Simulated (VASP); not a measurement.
**AlFe with optB86b-vdW: from relaxation to properties**

Aim: relax AlFe, then compute properties on the relaxed cell. The steps: magnetic order: ferromagnetic, magnetic order: antiferromagnetic, q = (0, 0, 1/2), magnetic order: antiferromagnetic, q = (1/2, 1/2, 1/2), magnetic order: antiferromagnetic, q = (1/2, 1/2, 0), the orders side by side, full relaxation (optB86b-vdW), second relaxation, single point with fields (optB86b-vdW), band structure (optB86b-vdW), total and projected DOS (optB86b-vdW), volume scan with optB86b-vdW, fit for optB86b-vdW and band structure (optB86b-vdW), changed input. The start is a cell from a database of measured crystal structures.

Method: optB86b-vdW, spin-polarised from a ferromagnetic start (one magnetic atom a cell); plane waves and PAW (Al, Fe), in the first sound run; inputs show where later runs differ, in VASP 6.6.1.

### 1. The structure

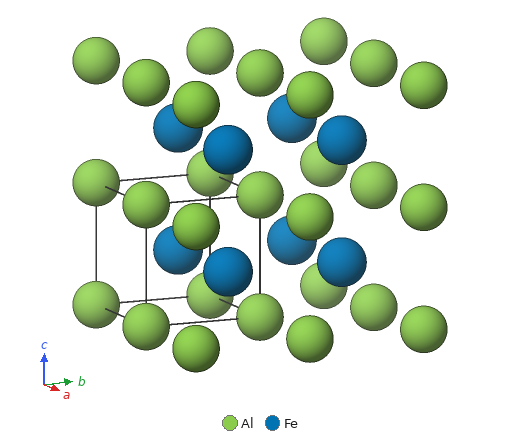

Start, viewed slightly off an axis; aluminium green, iron blue. 2×2×2 cells are drawn. Some periodic images of atoms are drawn too.

### 2. Magnetic order: ferromagnetic

The properties of a magnet depend on its order, so a few collinear patterns are compared first on the cell as listed, beginning with all moments parallel. optB86b-vdW pairs nonlocal correlation with a less repulsive exchange of B86b form. LUSE_VDW switches on a nonlocal correlation term for dispersion.

The input, INCAR:

```
SYSTEM = AlFe
PREC = Accurate
ENCUT = 400
EDIFF = 1E-06
NELM = 100
ISMEAR = 1
SIGMA = 0.2
LREAL = .FALSE.
ALGO = Normal
GGA = MK
AGGAC = 0
LUSE_VDW = .TRUE.
PARAM1 = 0.1234
PARAM2 = 1
LASPH = .TRUE.
NBANDS = 14
ISPIN = 2
MAGMOM = 0 3
LMAXMIX = 4
LORBIT = 11
LWAVE = .FALSE.
LCHARG = .FALSE.
KPAR = 4
ISIF = 2
```

The input, POSCAR:

```
AlFe
1.0
    2.9100000000      0.0000000000      0.0000000000
    0.0000000000      2.9100000000      0.0000000000
    0.0000000000      0.0000000000      2.9100000000
Al Fe
1 1
Direct
    0.0000000000      0.0000000000      0.0000000000
    0.5000000000      0.5000000000      0.5000000000
```

The input, KPOINTS:

```
Automatic mesh
0
Gamma
8 8 8
0 0 0
```

PAW data sets: Al and Fe (PBE family, release 64).

On the command line:

```sh
mpirun -np 4 vasp_std
```

The program printed:

```text
[banner, memory and clock lines left out]
running    4 mpi-ranks, on    1 nodes
 distrk:  each k-point on    1 cores,    4 groups
 distr:  one band on    1 cores,    1 groups

 POSCAR found type information on POSCAR AlFe
 POSCAR found :  2 types and       2 ions
|                                                                             |
|               ----> ADVICE to this user running VASP <----                  |
|                                                                             |
|     You have switched on vdW-DFT.                                           |
|     This routine was written and supplied by Jiri Klimes. We recommend      |
|     that you carefully read and cite the following publications:            |
|       J. Klimes, D.R. Bowler, A. Michelides                                 |
|          J. Phys.: Cond Matt. 22 022201 (2010)                              |
|       J. Klimes, D.R. Bowler, A. Michelides                                 |
|          Phys. Rev. B. 83, 195131 (2011)                                    |
|     and references therein.                                                 |
|                                                                             |

|                                                                             |
|               ----> ADVICE to this user running VASP <----                  |
|                                                                             |
|     You enforced a specific xc type in the INCAR file but a different       |
|     [... a line on the potential file left out ...]
|     I HOPE YOU KNOW WHAT YOU ARE DOING!                                     |
|                                                                             |

 LDA part: xc-table for (Slater+PW92), standard interpolation
 POSCAR, INCAR and KPOINTS ok, starting setup
 FFT: planning ... GRIDC
 FFT: planning ... GRID_SOFT
 FFT: planning ... GRID
 WAVECAR not read
 entering main loop
       N       E                     dE             d eps       ncg     rms          rms(c)
DAV:   1     0.278144445395E+02    0.27814E+02   -0.39150E+03  2032   0.647E+02
DAV:   2    -0.933782997870E+01   -0.37152E+02   -0.33018E+02  2050   0.131E+02
DAV:   3    -0.104263998712E+02   -0.10886E+01   -0.10709E+01  2614   0.254E+01
DAV:   4    -0.104426600131E+02   -0.16260E-01   -0.16255E-01  2264   0.283E+00
DAV:   5    -0.104431601729E+02   -0.50016E-03   -0.50015E-03  2656   0.545E-01    0.139E+01
DAV:   6    -0.122183895481E+02   -0.17752E+01   -0.43157E+01  2284   0.785E+01    0.171E+01
DAV:   7    -0.916153171477E+01    0.30569E+01   -0.25044E+01  2286   0.512E+01    0.307E+00
DAV:   8    -0.914170372351E+01    0.19828E-01   -0.19523E-01  2422   0.369E+00    0.154E+00
DAV:   9    -0.913418547355E+01    0.75182E-02   -0.12399E-02  2718   0.124E+00    0.109E+00
DAV:  10    -0.913209955174E+01    0.20859E-02   -0.32644E-03  2302   0.647E-01    0.226E-01
DAV:  11    -0.913230295692E+01   -0.20341E-03   -0.17994E-04  2558   0.117E-01    0.958E-02
DAV:  12    -0.913230016483E+01    0.27921E-05   -0.20158E-05  2564   0.475E-02    0.541E-02
DAV:  13    -0.913230188017E+01   -0.17153E-05   -0.65700E-06  2232   0.242E-02    0.119E-02
DAV:  14    -0.913230214283E+01   -0.26266E-06   -0.80945E-07  1220   0.836E-03
   1 F= -.91323021E+01 E0= -.91322349E+01  d E =-.201791E-03  mag=     0.7577
```

Wall time 10 s (4 MPI ranks of AMD EPYC 9R45, shared host); peak memory 0.84 GiB.

The logs omit lines about the potential files and the build; timing stands in the text.

OUTCAR, selected parts (step 2):

```text
ion  position               nearest neighbor table
   1  0.000  0.000  0.000-   2 2.52   2 2.52   2 2.52   2 2.52   2 2.52   2 2.52   2 2.52   2 2.52

  LATTYP: Found a simple cubic cell.
 ALAT       =     2.9100000000

 Subroutine GETGRP returns: Found 48 space group operations
 (whereof 48 operations were pure point group operations)

The static configuration has the point symmetry O_h .

 Found     35 irreducible k-points:

   k-points           NKPTS =     35   k-points in BZ     NKDIM =     35   number of bands    NBANDS=     14

   dimension x,y,z NGX =    20 NGY =   20 NGZ =   20
   dimension x,y,z NGXF=    40 NGYF=   40 NGZF=   40

   ENCUT  =  400.0 eV  29.40 Ry    5.42 a.u.   4.75  4.75  4.75*2*pi/ulx,y,z

   NELECT =      11.0000    total number of electrons

 k-points in reciprocal lattice and weights: Automatic mesh
   0.00000000  0.00000000  0.00000000       0.002
   0.12500000  0.00000000  0.00000000       0.012
   0.25000000  0.00000000  0.00000000       0.012
   0.37500000  0.00000000  0.00000000       0.012
   0.50000000  0.00000000  0.00000000       0.006
   0.12500000  0.12500000  0.00000000       0.023
   0.25000000  0.12500000  0.00000000       0.047
   0.37500000  0.12500000  0.00000000       0.047
   0.50000000  0.12500000  0.00000000       0.023
[...]
0.50000000  0.50000000  0.37500000       0.012
   0.50000000  0.50000000  0.50000000       0.002

 average (electrostatic) potential at core
       1 -71.8106       2 -40.9975

 E-fermi :   7.5905

 spin component 1
 k-point     1 :       0.0000    0.0000    0.0000
  band No.  band energies     occupation
    ...
      2       5.1516      1.00000
      3       5.1516      1.00000
      4       7.1787      1.00657
      5       7.1787      1.00657
      6       7.1787      1.00657
      7      13.7122      0.00000
      8      13.7122      0.00000
      9      13.7122      0.00000
     10      16.7188      0.00000
     11      16.7188      0.00000
    ...

 k-point     2 :       0.1250    0.0000    0.0000
  band No.  band energies     occupation
    ...
      2       5.1139      1.00000
      3       5.2303      1.00000
      4       7.0229      1.00022
      5       7.0230      1.00022
      6       7.1952      1.00862
      7      11.8193      0.00000
      8      14.1140      0.00000
      9      14.1140      0.00000
     10      16.6648      0.00000
     11      18.3650      0.00000
    ...

 k-point     3 :       0.2500    0.0000    0.0000
  band No.  band energies     occupation
    ...
      2       4.7252      1.00000
      3       5.4286      1.00000
      4       6.6874      1.00000
      5       6.6874      1.00000
      6       7.2353      1.01537
      7       9.5870     -0.00000
      8      15.1969      0.00000
      9      15.1969      0.00000
     10      16.5160      0.00000
     11      19.9961      0.00000
    ...

 k-point     4 :       0.3750    0.0000    0.0000
  band No.  band energies     occupation
    ...
      2       3.4309      1.00000
      3       5.6401      1.00000
      4       6.3939      1.00000
      5       6.3939      1.00000
      6       7.2758      1.02429
      7       8.5376     -0.00000
      8      16.3360      0.00000
      9      16.7572      0.00000
     10      16.7572      0.00000
     11      21.0691      0.00000
    ...

 k-point     5 :       0.5000    0.0000    0.0000
  band No.  band energies     occupation
    ...
      2       1.6959      1.00000
      3       5.7319      1.00000
      4       6.2814      1.00000
      5       6.2814      1.00000
      6       7.2924      1.02807
      7       8.3427     -0.00000
      8      16.2498      0.00000
      9      18.3718      0.00000
     10      18.3718      0.00000
     11      19.1121      0.00000
    ...

 k-point     6 :       0.1250    0.1250    0.0000
  band No.  band energies     occupation
    ...
      2       5.1709      1.00000
      3       5.2357      1.00000
      4       6.8438      1.00000
      5       7.0073      1.00015
      6       7.0803      1.00092
      7      11.8374      0.00000
      8      12.4853      0.00000
      9      14.5049      0.00000
     10      17.4577      0.00000
     11      19.4922      0.00000
    ...

Total vdW correction in eV:      1.9190495

  Total       -1.3227811     -1.3227811     -1.3227811      0.0000000     -0.0000000      0.0000000
  in kB      -86.0041860    -86.0041860    -86.0041860      0.0000000     -0.0000000      0.0000000
  external PRESSURE =     -86.0041860 kB  Pullay stress =       0.0000000 kB

  energy-cutoff  :      400.00
  volume of cell :       24.64
      direct lattice vectors                 reciprocal lattice vectors
     2.910000000  0.000000000  0.000000000     0.343642612  0.000000000  0.000000000
     0.000000000  2.910000000  0.000000000     0.000000000  0.343642612  0.000000000
     0.000000000  0.000000000  2.910000000     0.000000000  0.000000000  0.343642612

 POSITION                                       TOTAL-FORCE (eV/Angst)
 -----------------------------------------------------------------------------------
      0.00000      0.00000      0.00000         0.000000      0.000000      0.000000
      1.45500      1.45500      1.45500         0.000000      0.000000      0.000000
 -----------------------------------------------------------------------------------
    total drift:                               -0.000000      0.000000      0.000000

  FREE ENERGIE OF THE ION-ELECTRON SYSTEM (eV)
  ---------------------------------------------------
  free  energy   TOTEN  =        -9.1323021428 eV

  energy  without entropy=       -9.1321003518  energy(sigma->0) =       -9.13223488

Total vdW correction in eV:      1.9190096

 total charge
# of ion       s       p       d       tot
------------------------------------------
    1        0.394   0.421   0.000   0.815
    2        0.419   0.473   6.470   7.362
--------------------------------------------------
tot          0.813   0.894   6.470   8.177

 magnetization (x)
# of ion       s       p       d       tot
------------------------------------------
    1       -0.008  -0.017   0.000  -0.025
    2        0.001   0.009   0.784   0.795
--------------------------------------------------
tot         -0.007  -0.008   0.784   0.769

[... 6 further parts left out ...]
```

The k-mesh is coarse for a metal. The PAW data sets were made with PBE, which is usual practice but a small mismatch for other functionals. At this level the cell is under a tension of 8.6 GPa, so at these settings it is away from equilibrium.

Numbers from this step:

| Quantity | Value |
| --- | --- |
| SCF cycles | 14 |
| electrons | 11 |
| bands | 14 |
| irreducible k-points | 35 |
| symmetry operations | 48 |
| free energy (TOTEN) | -9.132 eV |
| energy at zero smearing | -9.132 eV |
| Fermi energy | 7.590 eV |
| pressure | -8.600 GPa |
| moment of the cell, from the last line of the log | 0.7577 μB |
| metallic | yes |

Spin moment in the PAW sphere by atom:

```
atom  spin moment in the PAW sphere (μB)
 Al1                              -0.025
 Fe2                               0.795
```

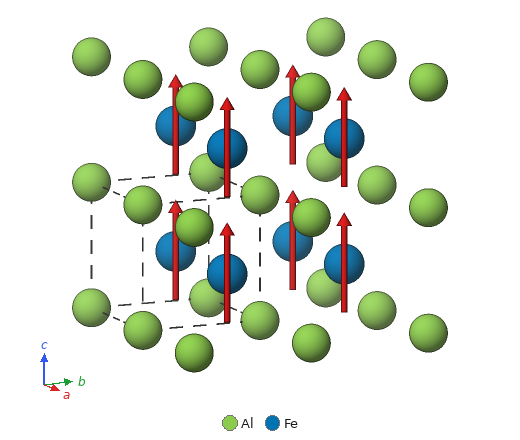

Spin moment in the PAW sphere as arrows, the longest 0.795 μB. Up and down stand for the sign. Arrows give size and sign along the axis of quantisation, drawn up and down the page. 2×2×2 cells are drawn. Some periodic images of atoms are drawn too.

The run ends ferromagnetic with a largest moment of 0.80 μB, and the mesh shows no gap.

[end of part 1 of 6]

[Lines on the potential files, build, host, timing and source positions are cut from VASP's logs without a mark.]

[Logs are printed without paths, hosts, clocks, repeated set-up lines and the standing remarks that a program may print on its own settings, such as how far it seeks lower states.]

[Hosts, paths, dates, database ids (printed as entryN), source tags and the programs' standing remarks are cut or masked in the printed files.]

[A measured line is paired with the nearest computed mode of its activity, which favours agreement.]

[In band tables of VASP the shares of atoms and orbitals are scaled to a sum of 1 inside the atoms' spheres.]
